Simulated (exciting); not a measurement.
Consider CeO2, space group Fm-3m.

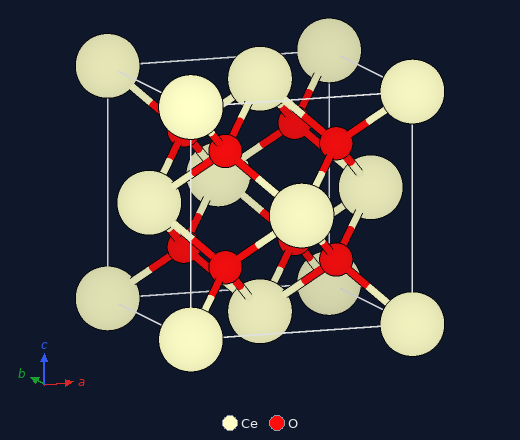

The structure (cerium light yellow, oxygen red). Some periodic images of atoms are drawn too.

```
Ce O
1.0
     0.00000    2.70365    2.70365
     2.70365    0.00000    2.70365
     2.70365    2.70365    0.00000
Ce O
1 2
Direct
  0.00000 0.00000 0.00000
  0.75000 0.75000 0.75000
  0.25000 0.25000 0.25000
```

Absorber: atom 1, with 8 O at 2.34 Å (cubic, site symmetry m-3m). Method: exciting, all-electron LAPW+lo, PBE, spinor conduction states, exchange and screened direct term (singlet BSE), 2×2×2 shifted k points, 38 conduction spinor bands, |G+q| up to 4.5 bohr⁻¹ (3.6 in the exchange term), full RPA screening with nempty = 49, Lorentzian half width 0.43 eV.

Q: What does the Ce M₄,₅ spectrum look like, and is there a bound core exciton?

Bound core exciton? Yes on this mesh: the first bright state (over 5 % of the brightest) lies at -3.92 eV from the Kohn–Sham onset and at -3.98 eV from the lowest bare transition of its own mesh; weaker or dark states reach down to -5.02 eV. Maxima (height): -3.4 eV (1.00) and 14.7 eV (0.68).

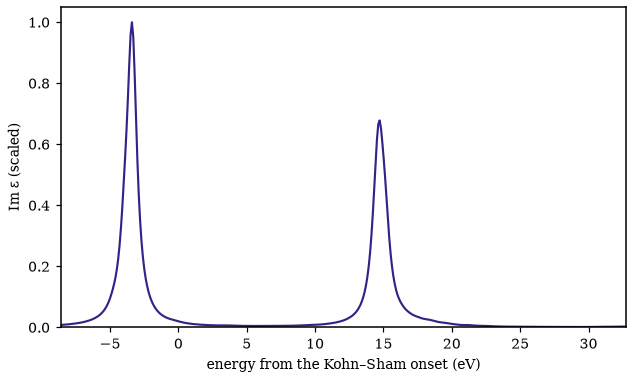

Energy from the Kohn–Sham onset, core level to the lowest empty state found on the meshes used; Im ε in relative units.

A mesh of 8 points doesn't converge binding energies, and the weak maxima beyond the white lines are largely noise of the mesh. The 3d–f Coulomb and exchange terms need higher kernel cutoffs, and a higher angular limit than lmaxemat = 3, so the multiplet shape isn't converged and the effect of exchange is likely too small. The zero comes from the unshifted 4×4×4 ground-state mesh; it is exact only where the band minimum lies on that mesh. The structure is a published determination, not relaxed.

[Banner, clock and machine lines of the logs are left out without a mark of their own.]

[Logs are printed without paths, hosts, clocks, repeated set-up lines and the standing remarks that a program may print on its own settings, such as how far it seeks lower states.]

[Hosts, paths, dates, database ids (printed as entryN), source tags and the programs' standing remarks are cut or masked in the printed files.]
